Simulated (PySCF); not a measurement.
# Geometry relaxation, with input and output: C₂H₉ClSi₂

The run: geometry relaxation of C₂H₉ClSi₂. Method and program: PBE0-D3(BJ)/def2-SVP geometry optimisation, gas phase (PySCF 2.14.0).

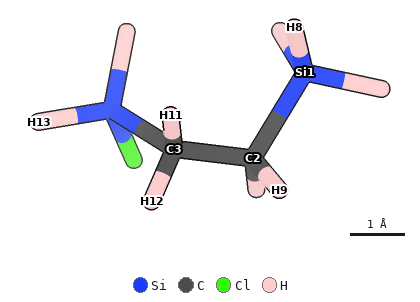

The input geometry (stick view, seen at a tilt; atoms are numbered from 1 in the order of the input).

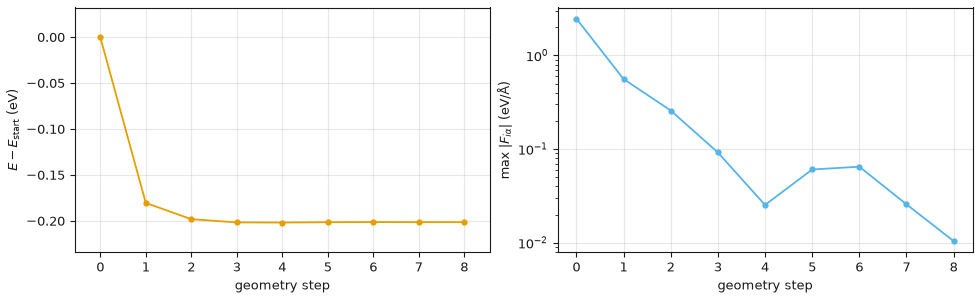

Progress of the relaxation, step by step (steps are counted from 0).

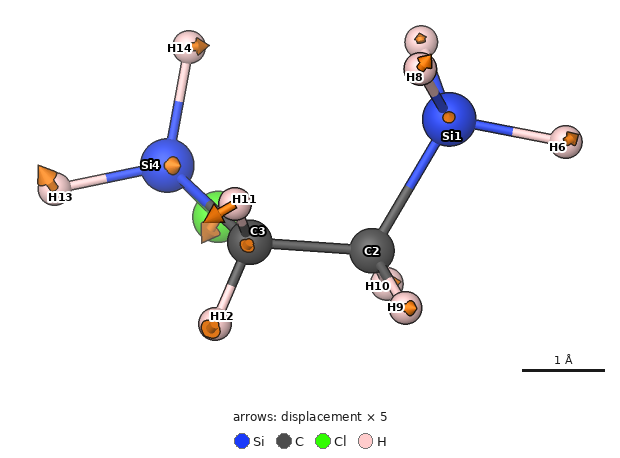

The starting structure with the displacements as orange arrows, magnified 5 times (ball-and-stick view, seen at a tilt). The two geometries are laid on each other by the best rigid fit. Over 8 geometry steps the energy falls by 0.201 eV. Largest force component: 2.5 eV/Å at the start, 0.01 eV/Å at the end. The atom that moves furthest after the best rigid fit is H11 (0.092 Å). By element the largest moves are H 0.092 Å, Cl 0.088 Å, Si 0.056 Å, C 0.043 Å. Among the contacts that change: Si4–Cl5 2.007 → 2.078 Å, C3–Si4 1.947 → 1.877 Å, Si4–H13 1.426 → 1.491 Å, Si1–H6 1.459 → 1.495 Å. Among the angles that change: C3–Si4–H14 109.6° → 112.8°, Cl5–Si4–H13 110.4° → 108.1°, C2–Si1–H8 108.1° → 110.1°. (Atoms are counted from 1 in the order of the input.)

The input that produced these results follows, with the program's output.

## Input
```
{"job": {"xc": "PBE0", "basis": "def2-SVP", "d3": "d3bj", "grid": 1, "shake": 0.01, "kind": "geom"}, "charge": 0, "multiplicity": 1}
Si    -1.702040    -0.069950     0.923650
C     -0.598370    -0.885240    -0.363240
C      0.368340     0.054770    -1.079380
Si     1.831560     0.741140     0.005980
Cl     2.591900    -0.780570     1.071080
H     -2.735810    -1.011160     1.342590
H     -0.943520     0.405950     2.080060
H     -2.363620     1.111850     0.286170
H     -1.226160    -1.351010    -1.097660
H     -0.037350    -1.691410     0.126830
H     -0.173220     0.889070    -1.497080
H      0.841420    -0.478400    -1.907520
H      2.826710     1.292190    -0.854610
H      1.313020     1.757700     0.955380
```

The first line tells a small driver script what to run in PySCF; the rest is the geometry in Å.

Command:
```bash
OMP_NUM_THREADS=1 python <driver script> task.json out
```

## The program's output
```
step   0  E = -1119.98053026  max force = 0.048078
step   1  E = -1119.98715916  max force = 0.010885
step   2  E = -1119.98781022  max force = 0.005019
step   3  E = -1119.98793877  max force = 0.001789
step   4  E = -1119.98794568  max force = 0.000491
step   5  E = -1119.98793170  max force = 0.001177
step   6  E = -1119.98792631  max force = 0.001260
step   7  E = -1119.98792948  max force = 0.000500
step   8  E = -1119.98792888  max force = 0.000203
optimisation converged
```

## Trajectory as extended XYZ (Å, eV, eV/Å), 8 of the 9 frames kept, from step=0 to step=8
```
14
Properties=species:S:1:pos:R:3:forces:R:3 step=0 energy=-30476.22254
Si   -1.7020   -0.0699    0.9236    0.0085   0.2832  -0.7741
C    -0.5984   -0.8852   -0.3632    0.7069   0.4787   0.6548
C     0.3683    0.0548   -1.0794    1.0665  -0.2267   1.1069
Si    1.8316    0.7411    0.0060   -2.4723   0.1563  -0.6236
Cl    2.5919   -0.7806    1.0711    0.6244  -1.0834   0.7415
H    -2.7358   -1.0112    1.3426   -0.4703  -0.4224   0.2921
H    -0.9435    0.4059    2.0801    0.3208   0.1525   0.5110
H    -2.3636    1.1119    0.2862   -0.0458   0.0489   0.0420
H    -1.2262   -1.3510   -1.0977   -0.7492  -0.5358  -0.6429
H    -0.0374   -1.6914    0.1268    0.0494  -0.2083   0.0896
H    -0.1732    0.8891   -1.4971   -0.2849   0.7732  -0.4129
H     0.8414   -0.4784   -1.9075    0.1802  -0.0908  -0.3591
H     2.8267    1.2922   -0.8546    0.9944   0.5321  -0.7202
H     1.3130    1.7577    0.9554    0.0714   0.1427   0.0951
14
Properties=species:S:1:pos:R:3:forces:R:3 step=1 energy=-30476.40292
Si    1.3337    0.5602    1.7405   -0.0610   0.0054   0.1411
C     2.4795   -0.2452    0.4752   -0.1876  -0.1444  -0.1782
C     3.4682    0.6976   -0.2144   -0.0093   0.2374   0.0639
Si    4.7943    1.4624    0.8979    0.3617  -0.5597  -0.1256
Cl    5.6561   -0.1153    2.0127   -0.2265   0.4656  -0.2900
H     0.2837   -0.4036    2.1987    0.0555  -0.0036  -0.0370
H     2.0989    1.0249    2.9406   -0.0039   0.0011  -0.0273
H     0.6514    1.7483    1.1376    0.0121   0.0096  -0.0201
H     1.8287   -0.7340   -0.2799    0.1242   0.0977   0.1197
H     3.0215   -1.0648    0.9760    0.0145   0.0007   0.0378
H     2.9327    1.5408   -0.6996    0.0958  -0.0937   0.0448
H     3.9980    0.1702   -1.0303    0.0267   0.0677   0.1000
H     5.8680    2.0678    0.0410   -0.1139  -0.0651   0.1446
H     4.3027    2.4831    1.8605   -0.0883  -0.0186   0.0263
14
Properties=species:S:1:pos:R:3:forces:R:3 step=2 energy=-30476.42064
Si    1.3330    0.5623    1.7493   -0.0087   0.0253   0.0461
C     2.4772   -0.2403    0.4778   -0.0281  -0.0298  -0.0605
C     3.4684    0.7026   -0.2132   -0.0608   0.0572   0.0182
Si    4.7976    1.4494    0.8811    0.1983  -0.2581   0.1243
Cl    5.6539   -0.1084    1.9941   -0.1025   0.2324  -0.1543
H     0.2943   -0.4128    2.2010    0.0126  -0.0151  -0.0108
H     2.0991    1.0293    2.9461   -0.0033  -0.0001  -0.0079
H     0.6475    1.7480    1.1436    0.0032  -0.0024  -0.0004
H     1.8300   -0.7262   -0.2743    0.0199   0.0195   0.0131
H     3.0206   -1.0586    0.9806    0.0017   0.0097   0.0134
H     2.9415    1.5470   -0.6968    0.0176  -0.0139  -0.0047
H     4.0025    0.1790   -1.0250   -0.0023  -0.0225  -0.0084
H     5.8697    2.0631    0.0450   -0.0168  -0.0026   0.0212
H     4.2820    2.4581    1.8470   -0.0308   0.0003   0.0108
14
Properties=species:S:1:pos:R:3:forces:R:3 step=3 energy=-30476.42414
Si    1.3313    0.5647    1.7556    0.0068   0.0045  -0.0109
C     2.4727   -0.2360    0.4781    0.0247   0.0277   0.0186
C     3.4661    0.7043   -0.2133    0.0079  -0.0063  -0.0078
Si    4.8058    1.4406    0.8757    0.0104  -0.0552   0.0920
Cl    5.6701   -0.1005    1.9772   -0.0145   0.0317  -0.0356
H     0.3012   -0.4210    2.2020   -0.0038  -0.0066   0.0051
H     2.0977    1.0321    2.9510    0.0013  -0.0006   0.0038
H     0.6410    1.7484    1.1516   -0.0032  -0.0028   0.0069
H     1.8256   -0.7193   -0.2730   -0.0178  -0.0113  -0.0168
H     3.0162   -1.0539    0.9818   -0.0066  -0.0022   0.0028
H     2.9441    1.5507   -0.6957   -0.0014   0.0176  -0.0116
H     3.9949    0.1771   -1.0266   -0.0125  -0.0179  -0.0151
H     5.8725    2.0644    0.0457    0.0088   0.0215  -0.0258
H     4.2780    2.4409    1.8464   -0.0001   0.0000  -0.0056
14
Properties=species:S:1:pos:R:3:forces:R:3 step=5 energy=-30476.42395
Si    1.3318    0.5682    1.7650   -0.0005  -0.0077  -0.0033
C     2.4690   -0.2293    0.4815   -0.0089   0.0119   0.0027
C     3.4630    0.7068   -0.2149    0.0031  -0.0110  -0.0008
Si    4.8134    1.4306    0.8717   -0.0272   0.0556  -0.0605
Cl    5.7063   -0.1163    1.9274    0.0230  -0.0459   0.0221
H     0.3099   -0.4251    2.2157    0.0038   0.0022   0.0025
H     2.1004    1.0383    2.9581    0.0013  -0.0018   0.0024
H     0.6299    1.7481    1.1676   -0.0002   0.0003   0.0026
H     1.8159   -0.7117   -0.2665    0.0050   0.0023   0.0057
H     3.0106   -1.0495    0.9839   -0.0012  -0.0032  -0.0052
H     2.9436    1.5601   -0.6897    0.0047  -0.0007   0.0041
H     3.9779    0.1771   -1.0363   -0.0011   0.0054   0.0106
H     5.8589    2.0823    0.0317   -0.0080   0.0002   0.0089
H     4.2868    2.4127    1.8613    0.0061  -0.0077   0.0083
14
Properties=species:S:1:pos:R:3:forces:R:3 step=6 energy=-30476.42380
Si    1.3327    0.5681    1.7697   -0.0020  -0.0052   0.0035
C     2.4680   -0.2274    0.4835   -0.0137   0.0016  -0.0026
C     3.4602    0.7085   -0.2154   -0.0047  -0.0021   0.0038
Si    4.8151    1.4292    0.8674   -0.0177   0.0499  -0.0648
Cl    5.7183   -0.1234    1.9065    0.0188  -0.0363   0.0184
H     0.3135   -0.4270    2.2228    0.0047   0.0014   0.0011
H     2.1026    1.0393    2.9617    0.0016  -0.0020   0.0008
H     0.6268    1.7468    1.1746    0.0012   0.0005   0.0015
H     1.8127   -0.7097   -0.2629    0.0082   0.0050   0.0072
H     3.0102   -1.0484    0.9840    0.0010  -0.0017  -0.0047
H     2.9400    1.5635   -0.6864    0.0049  -0.0041   0.0035
H     3.9709    0.1795   -1.0398    0.0025   0.0058   0.0101
H     5.8531    2.0897    0.0244   -0.0088  -0.0041   0.0123
H     4.2932    2.4039    1.8665    0.0040  -0.0087   0.0099
14
Properties=species:S:1:pos:R:3:forces:R:3 step=7 energy=-30476.42389
Si    1.3343    0.5666    1.7740   -0.0020   0.0001   0.0070
C     2.4675   -0.2268    0.4851   -0.0083  -0.0051  -0.0029
C     3.4569    0.7103   -0.2158   -0.0117   0.0076   0.0055
Si    4.8150    1.4305    0.8622    0.0038   0.0107  -0.0257
Cl    5.7233   -0.1282    1.8927    0.0035  -0.0026  -0.0021
H     0.3171   -0.4293    2.2291    0.0032  -0.0015   0.0006
H     2.1058    1.0383    2.9648    0.0023  -0.0019  -0.0001
H     0.6261    1.7447    1.1806    0.0015   0.0000   0.0020
H     1.8108   -0.7091   -0.2600    0.0050   0.0042   0.0030
H     3.0117   -1.0481    0.9829    0.0015   0.0005  -0.0026
H     2.9347    1.5655   -0.6840    0.0027  -0.0026  -0.0012
H     3.9660    0.1831   -1.0421    0.0029   0.0004   0.0030
H     5.8493    2.0944    0.0183   -0.0042  -0.0026   0.0053
H     4.2988    2.4005    1.8687   -0.0003  -0.0071   0.0082
14
Properties=species:S:1:pos:R:3:forces:R:3 step=8 energy=-30476.42387
Si    1.3356    0.5656    1.7772   -0.0010   0.0008   0.0054
C     2.4670   -0.2266    0.4859   -0.0034  -0.0044   0.0001
C     3.4546    0.7116   -0.2162   -0.0104   0.0088   0.0042
Si    4.8150    1.4312    0.8589    0.0063   0.0006  -0.0082
Cl    5.7268   -0.1297    1.8839   -0.0001   0.0042  -0.0066
H     0.3199   -0.4313    2.2335    0.0020  -0.0020   0.0011
H     2.1086    1.0374    2.9669    0.0026  -0.0019   0.0002
H     0.6258    1.7434    1.1850    0.0013  -0.0004   0.0028
H     1.8095   -0.7088   -0.2582    0.0013   0.0021  -0.0004
H     3.0127   -1.0479    0.9821    0.0015   0.0007  -0.0017
H     2.9310    1.5667   -0.6827    0.0011  -0.0003  -0.0033
H     3.9626    0.1855   -1.0438    0.0014  -0.0018   0.0005
H     5.8469    2.0972    0.0144   -0.0018  -0.0001   0.0002
H     4.3013    2.3981    1.8696   -0.0007  -0.0061   0.0058
```

## Results in brief

| quantity | value |
| --- | --- |
| outcome | converged |
| total energy | −1119.987929 hartree |
| dipole moment | 1.82 D |
| point group | C1 |
| hardware | 1 CPU thread, shared host |
| wall time | 56 s |
| peak memory | 0.54 GiB |
